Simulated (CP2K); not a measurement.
**AlNH3OF (SMILES [NH2][Al]([OH])[F]): revPBE-D3(BJ)/TZV2P-MOLOPT-PBE-GTH (core potential)**

Aim: the energy change on altering one bond length of AlNH3OF at revPBE-D3(BJ)/TZV2P-MOLOPT-PBE-GTH (core potential), from 2 runs. 

The results are computed with CP2K 2026.2.

**1. The molecule**

The species is AlNH3OF (7 atoms), meant as a singlet with charge 0. As SMILES, `[NH2][Al]([OH])[F]`. The shape is that of a PBE0-D4/def2-TZVP optimisation. This is one conformer, not always the lowest.

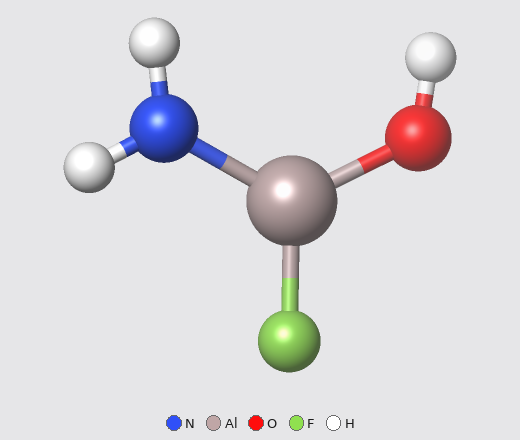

Viewed from a chosen angle; nitrogen blue, aluminium light grey, oxygen red, fluorine green, hydrogen white.

**2. A single-point energy at revPBE-D3(BJ)/TZV2P-MOLOPT-PBE-GTH (core potential)**

molecule.xyz reads:

```xyz
7

N     -0.569800     0.926800    -0.530800
Al    -0.133300    -0.630000     0.151800
O      1.368400    -1.004200     0.819000
F     -1.265600    -1.822100     0.146500
H     -1.473200     1.130200    -0.925100
H      0.029600     1.732300    -0.586700
H      2.105200    -0.401000     0.879500
```

job.inp reads:

```
&GLOBAL
  PROJECT job
  RUN_TYPE ENERGY
  PRINT_LEVEL MEDIUM
&END GLOBAL

&FORCE_EVAL
  METHOD QS
  &DFT
    BASIS_SET_FILE_NAME BASIS_MOLOPT_UZH
    POTENTIAL_FILE_NAME POTENTIAL_UZH
    &QS
      METHOD GPW
      EPS_DEFAULT 1.0E-10
    &END QS
    &MGRID
      CUTOFF 400
      REL_CUTOFF 50
      NGRIDS 4
    &END MGRID
    &POISSON
      PERIODIC NONE
      POISSON_SOLVER MULTIPOLE
    &END POISSON
    &SCF
      SCF_GUESS ATOMIC
      EPS_SCF 1.0E-06
      MAX_SCF 50
      &OT
        MINIMIZER CG
        PRECONDITIONER FULL_ALL
      &END OT
      &OUTER_SCF
        EPS_SCF 1.0E-06
        MAX_SCF 8
      &END OUTER_SCF
    &END SCF
    &XC
      &XC_FUNCTIONAL
        &PBE
          PARAMETRIZATION REVPBE
        &END PBE
      &END XC_FUNCTIONAL
      &VDW_POTENTIAL
        POTENTIAL_TYPE PAIR_POTENTIAL
        &PAIR_POTENTIAL
          TYPE DFTD3(BJ)
          PARAMETER_FILE_NAME dftd3.dat
          REFERENCE_FUNCTIONAL revPBE
          R_CUTOFF 15
        &END PAIR_POTENTIAL
      &END VDW_POTENTIAL
    &END XC
    &PRINT
      &MOMENTS
        PERIODIC F
        REFERENCE COM
        MAX_MOMENT 1
      &END MOMENTS
      &MO_CUBES
        NLUMO 5
        NHOMO -1
        WRITE_CUBE F
      &END MO_CUBES
      &HIRSHFELD OFF
      &END HIRSHFELD
    &END PRINT
  &END DFT
  &SUBSYS
    &CELL
      ABC 10.6 10.6 8.8
      PERIODIC NONE
    &END CELL
    &TOPOLOGY
      COORD_FILE_NAME molecule.xyz
      COORD_FILE_FORMAT XYZ
      &CENTER_COORDINATES
      &END CENTER_COORDINATES
    &END TOPOLOGY
    &KIND N
      BASIS_SET TZV2P-MOLOPT-PBE-GTH-q5
      POTENTIAL GTH-PBE-q5
    &END KIND
    &KIND Al
      BASIS_SET TZV2P-MOLOPT-PBE-GTH-q3
      POTENTIAL GTH-PBE-q3
    &END KIND
    &KIND O
      BASIS_SET TZV2P-MOLOPT-PBE-GTH-q6
      POTENTIAL GTH-PBE-q6
    &END KIND
    &KIND F
      BASIS_SET TZV2P-MOLOPT-PBE-GTH-q7
      POTENTIAL GTH-PBE-q7
    &END KIND
    &KIND H
      BASIS_SET TZV2P-MOLOPT-PBE-GTH-q1
      POTENTIAL GTH-PBE-q1
    &END KIND
  &END SUBSYS
&END FORCE_EVAL
```

Run with:

```sh
$ OMP_NUM_THREADS=1 cp2k.psmp -i job.inp > job.out 2>&1
```

Output:

```text
CP2K| version string:                                       CP2K version 2026.2
[...]
 GLOBAL| Method name                                                        CP2K
[...]
 GLOBAL| Run type                                                         ENERGY
[...]
 DFT| Spin restricted Kohn-Sham (RKS) calculation                            RKS
 DFT| Multiplicity                                                             1
[...]
 DFT| Charge                                                                   0
[...]
 FUNCTIONAL| PBE:
[...]
 QS| Method:                                                                 GPW
[...]
 QS| Density cutoff [a.u.]:                                                200.0
[...]
 QS| Relative density cutoff [a.u.]:                                        25.0
[...]
                             - Atoms:                                          7
[...]
                             - Spherical basis functions:                    158
[...]
 Number of electrons:                                                         24
[...]
     1 OT CG       0.15E+00    3.3     0.13616944       -51.4935880957 -5.15E+01
[...]
    24 OT CG       0.11E+00    2.9     0.00000066       -54.2829776912 -1.53E-10
  *** SCF run converged in    24 steps ***
[...]
  Overlap energy of the core charge distribution:               0.00000028421645
  Self energy of the core charge distribution:               -140.60314141822712
  Core Hamiltonian energy:                                     40.34579191125056
  Hartree energy:                                              58.75883184626115
  Exchange-correlation energy:                                -12.77602658343182
  Dispersion energy:                                           -0.00843373124839
  Total energy:                                               -54.28297769117919
[...]
                     Mulliken Population Analysis
 #  Atom  Element  Kind  Atomic population                           Net charge
       1     N        1          5.419463                             -0.419463
       2     Al       2          1.843830                              1.156170
       3     O        3          6.489038                             -0.489038
       4     F        4          7.499361                             -0.499361
       5     H        5          0.929535                              0.070465
       6     H        5          0.936660                              0.063340
       7     H        5          0.882114                              0.117886
 # Total charge                             24.000000                 -0.000000
[...]
  Dipole moment [Debye]
    X=  0.1072112E+01 Y=  0.2981518E+01 Z= -0.6261529E+00  Total=      3.2296965
[...]
 WARNING : did not converge in ot_eigensolver
 number of iterations          299  exceeded maximum
 current gradient / target gradient   9.1381421359959416E-004  /    1.0000000000000001E-005
[...]
 HOMO - LUMO gap [eV] :    5.077842
 ENERGY| Total FORCE_EVAL ( QS ) energy [hartree]            -54.282977691179191
[...]
```

Wall time 2.3 min (1 thread of Intel Xeon at 2.50GHz (Skylake/Cascade Lake), shared host); peak memory 0.8 GiB.

**3. The distorted shape**

mol.inp reads:

```
&FORCE_EVAL
 METHOD QUICKSTEP
 &DFT
  BASIS_SET_FILE_NAME BASIS_MOLOPT_UZH
  POTENTIAL_FILE_NAME POTENTIAL_UZH
  &QS
   METHOD GPW
   EPS_DEFAULT 1.0E-10
  &END QS
  &MGRID
   CUTOFF 400
   REL_CUTOFF 50
   NGRIDS 4
  &END MGRID
  &POISSON
   PERIODIC NONE
   POISSON_SOLVER MULTIPOLE
  &END POISSON
  &SCF
   SCF_GUESS ATOMIC
   EPS_SCF 1.0E-06
   MAX_SCF 150
   ADDED_MOS 10
   &DIAGONALIZATION
    ALGORITHM STANDARD
   &END DIAGONALIZATION
   &MIXING
    METHOD BROYDEN_MIXING
    ALPHA 0.3
    NBUFFER 8
   &END MIXING
  &END SCF
  &XC
   &XC_FUNCTIONAL
    &PBE
     PARAMETRIZATION REVPBE
    &END PBE
   &END XC_FUNCTIONAL
   &VDW_POTENTIAL
    POTENTIAL_TYPE PAIR_POTENTIAL
    &PAIR_POTENTIAL
     TYPE DFTD3(BJ)
     PARAMETER_FILE_NAME dftd3.dat
     REFERENCE_FUNCTIONAL revPBE
     R_CUTOFF 15
    &END PAIR_POTENTIAL
   &END VDW_POTENTIAL
  &END XC
  &PRINT
   &MOMENTS
    PERIODIC F
    REFERENCE COM
    MAX_MOMENT 1
   &END MOMENTS
   &MO ON
    ENERGIES T
    OCCUPATION_NUMBERS T
    NDIGITS 6
    &EACH
     QS_SCF 0
    &END EACH
    ADD_LAST NUMERIC
   &END MO
   &HIRSHFELD OFF
   &END HIRSHFELD
  &END PRINT
 &END DFT
 &SUBSYS
  &CELL
   ABC 10.7 10.9 8.8
   PERIODIC NONE
  &END CELL
  &COORD
   N     -0.230108     1.284432    -0.529210
   Al     0.206392    -0.272368     0.153390
   O      1.708092    -0.646568     0.820590
   F     -1.265600    -1.822100     0.146500
   H     -1.133508     1.487832    -0.923510
   H      0.369292     2.089932    -0.585110
   H      2.444892    -0.043368     0.881090
  &END COORD
  &TOPOLOGY
   &CENTER_COORDINATES
   &END CENTER_COORDINATES
  &END TOPOLOGY
  &KIND N
   BASIS_SET TZV2P-MOLOPT-PBE-GTH-q5
   POTENTIAL GTH-PBE-q5
  &END KIND
  &KIND Al
   BASIS_SET TZV2P-MOLOPT-PBE-GTH-q3
   POTENTIAL GTH-PBE-q3
  &END KIND
  &KIND O
   BASIS_SET TZV2P-MOLOPT-PBE-GTH-q6
   POTENTIAL GTH-PBE-q6
  &END KIND
  &KIND F
   BASIS_SET TZV2P-MOLOPT-PBE-GTH-q7
   POTENTIAL GTH-PBE-q7
  &END KIND
  &KIND H
   BASIS_SET TZV2P-MOLOPT-PBE-GTH-q1
   POTENTIAL GTH-PBE-q1
  &END KIND
 &END SUBSYS
&END FORCE_EVAL

&GLOBAL
 PROJECT_NAME mol
 RUN_TYPE ENERGY
 PRINT_LEVEL MEDIUM
&END GLOBAL
```

Run with:

```sh
$ OMP_NUM_THREADS=1 cp2k.psmp mol.inp > mol.out
```

Output, shortened:

```text
CP2K| version string:                                       CP2K version 2026.2
[...]
 GLOBAL| Method name                                                        CP2K
[...]
 GLOBAL| Run type                                                         ENERGY
[...]
 DFT| Spin restricted Kohn-Sham (RKS) calculation                            RKS
 DFT| Multiplicity                                                             1
[...]
 DFT| Charge                                                                   0
[...]
 FUNCTIONAL| PBE:
[...]
 QS| Method:                                                                 GPW
[...]
 QS| Density cutoff [a.u.]:                                                200.0
[...]
 QS| Relative density cutoff [a.u.]:                                        25.0
[...]
                             - Atoms:                                          7
[...]
                             - Spherical basis functions:                    158
[...]
 Number of electrons:                                                         24
[...]
     1 NoMix/Diag. 0.30E+00    4.4     1.82018380       -53.7587502231 -5.38E+01
[...]
    24 Broy./Diag. 0.30E+00    4.7     0.00000098       -54.2275347320 -2.74E-07
  *** SCF run converged in    24 steps ***
[...]
  Overlap energy of the core charge distribution:               0.00000028108195
  Self energy of the core charge distribution:               -140.60314141822712
  Core Hamiltonian energy:                                     39.98405089492923
  Hartree energy:                                              59.07272260506141
  Exchange-correlation energy:                                -12.67310014312259
  Dispersion energy:                                           -0.00806695169583
  Total energy:                                               -54.22753473197296
[...]
                     Mulliken Population Analysis
 #  Atom  Element  Kind  Atomic population                           Net charge
       1     N        1          5.401308                             -0.401308
       2     Al       2          1.807819                              1.192181
       3     O        3          6.471358                             -0.471358
[...]
  Dipole moment [Debye]
    X=  0.2398123E+01 Y=  0.4510733E+01 Z= -0.6661074E+00  Total=      5.1518352
 ENERGY| Total FORCE_EVAL ( QS ) energy [hartree]            -54.227534731972959
[...]
```

It took 2.1 min on 1 thread of Intel Xeon at 2.50GHz (Skylake/Cascade Lake), shared host; peak memory 1.5 GiB.

**4. What came out**

At revPBE-D3(BJ)/TZV2P-MOLOPT-PBE-GTH (core potential):

```
                                                          quantity          value
                                         first shape: total energy   -54.28298 Eh
                                        first shape: dipole moment         3.23 D
                                          first shape: HOMO energy       -6.23 eV
                                          first shape: LUMO energy       -1.15 eV
                                        first shape: HOMO–LUMO gap        5.08 eV
                                    first shape: dispersion energy  -22.14 kJ/mol
                                     distorted shape: total energy   -54.22753 Eh
                                    distorted shape: dipole moment         5.15 D
                                      distorted shape: HOMO energy       -6.72 eV
                                      distorted shape: LUMO energy       -2.23 eV
                                    distorted shape: HOMO–LUMO gap        4.50 eV
                                distorted shape: dispersion energy  -21.18 kJ/mol
energy change with the Al2–F4 bond stretched from 1.644 to 2.137 Å       1.509 eV
```

In words: With the Al2–F4 bond stretched from 1.644 to 2.137 Å the energy rises by 1.51 eV (35 kcal/mol). The first shape isn't relaxed at this level, so the change isn't measured from a minimum.
